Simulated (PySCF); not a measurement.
# SiNH2F2 (SMILES [NH][SiH](F)F): UB2PLYP/cc-pVDZ

Aim: the vertical ionisation energy of SiNH2F2 at UB2PLYP/cc-pVDZ, from 2 runs. 

The calculation is run with PySCF 2.14.0.

### Step 1. The system as given

SiNH2F2 has 6 atoms, charge 0, and is taken as a doublet. SMILES: `[NH][SiH](F)F`. Geometry: relaxed at PBE0-D4/def2-TZVP. This is one conformer, not always the lowest.

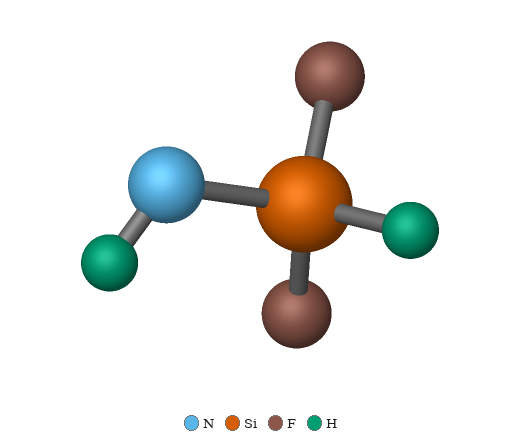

Viewed from a chosen angle; nitrogen blue, silicon orange, fluorine brown, hydrogen teal.

### Step 2. The energy at UB2PLYP/cc-pVDZ

The input, calc.py:

```python
# [NH][SiH](F)F
from pyscf import gto, dft, mp

mol = gto.Mole()
mol.atom = [
    ('N', (-0.025400, 1.001700, -0.903700)),
    ('Si', (0.188000, -0.244900, 0.273000)),
    ('F', (1.578700, -0.941400, -0.004700)),
    ('F', (-0.908600, -1.390200, 0.207400)),
    ('H', (-0.977800, 1.156700, -1.236500)),
    ('H', (0.187200, 0.354100, 1.618300)),
]
mol.spin = 1
mol.verbose = 3
mol.basis = 'cc-pvdz'
mol.charge = 0
mol.max_memory = 1860
mol.build()

mf = dft.UKS(mol, xc='0.53*HF + 0.47*B88, 0.73*LYP')
mf.conv_tol = 1e-10
mf.grids.level = 2
mf.kernel()
if not mf.converged:
    mf = mf.newton().run(mf.mo_coeff, mf.mo_occ)

pt = mp.MP2(mf, frozen=8).run()
e_tot = mf.e_tot + 0.27 * pt.e_corr
print('PT2 part  %.8f' % (0.27 * pt.e_corr))
print('Final energy', e_tot)
```

The run is started by

```bash
$ OMP_NUM_THREADS=1 python calc.py
```

What it wrote:

```text
WARN: HOMO -0.27971228690245 >= LUMO -0.279712286902451

converged SCF energy = -544.680900598505  <S^2> = 0.75411311  2S+1 = 2.0041089
E(UMP2) = -545.396564198003  E_corr = -0.715663599497999
E(SCS-UMP2) = -545.377074213828  E_corr = -0.696173615322853
PT2 part  -0.19322917
Final energy -544.8741297703692
```

Wall time 8.1 s (1 thread of Arm Neoverse V2, shared host); peak memory 0.3 GiB.

### Step 3. The singlet cation at the same level

The input, run.py:

```python
from pyscf import gto, dft, mp

mol = gto.M(
    atom='''
N   -0.025400   1.001700  -0.903700
Si   0.188000  -0.244900   0.273000
F    1.578700  -0.941400  -0.004700
F   -0.908600  -1.390200   0.207400
H   -0.977800   1.156700  -1.236500
H    0.187200   0.354100   1.618300
''',
    max_memory=1860,
    charge=1,
    basis='cc-pvdz',
    verbose=3,
)

mf = dft.RKS(mol)
mf.xc = '0.53*HF + 0.47*B88, 0.73*LYP'
mf.grids.level = 2
mf.conv_tol = 1e-10
mf.kernel()
if not mf.converged:
    mf = mf.newton().run(mf.mo_coeff, mf.mo_occ)

pt = mp.MP2(mf, frozen=8).run()
energy = mf.e_tot + 0.27 * pt.e_corr
print('PT2 part  %.8f' % (0.27 * pt.e_corr))
print('E(%s) = %.9f' % ('B2PLYP', energy))
```

The run is started by

```bash
$ OMP_NUM_THREADS=1 python run.py
```

What it wrote:

```text
converged SCF energy = -544.225013449623
E(RMP2) = -544.945247818792  E_corr = -0.720234369169619
E(SCS-RMP2) = -544.931213919072  E_corr = -0.706200469449097
PT2 part  -0.19446328
E(B2PLYP) = -544.419476729
```

Wall time 4.8 s (1 thread of Arm Neoverse V2, shared host); peak memory 0.28 GiB.

### Step 4. What came out

At UB2PLYP/cc-pVDZ, 8 core orbitals frozen:

| quantity | value |
| --- | --- |
| doublet SiNH2F2: total energy | -544.87413 Eh |
| doublet SiNH2F2: dipole moment (SCF part) | 2.05 D |
| doublet SiNH2F2: HOMO energy (SCF part's orbitals) (highest over α and β) | -10.02 eV |
| doublet SiNH2F2: LUMO energy (SCF part's orbitals) (lowest over α and β) | -1.87 eV |
| doublet SiNH2F2: ⟨S²⟩ | 0.754 |
| singlet cation: total energy | -544.41948 Eh |
| singlet cation: HOMO energy (SCF part's orbitals) | -18.96 eV |
| singlet cation: LUMO energy (SCF part's orbitals) | -13.28 eV |
| singlet cation: HOMO–LUMO gap (SCF part's orbitals) | 5.68 eV |
| vertical ionisation energy (to the singlet cation) | 12.372 eV |

**Reading.** Removing an electron at fixed nuclei costs 12.37 eV (1194 kJ/mol). Only the singlet of the ionised species was computed; a triplet could lie lower. Mulliken charges (doublet SiNH2F2) run from -0.35 on F4 to +0.97 on Si2; they depend strongly on the basis. Mulliken charges (singlet cation) run from -0.27 on F4 to +0.98 on Si2.
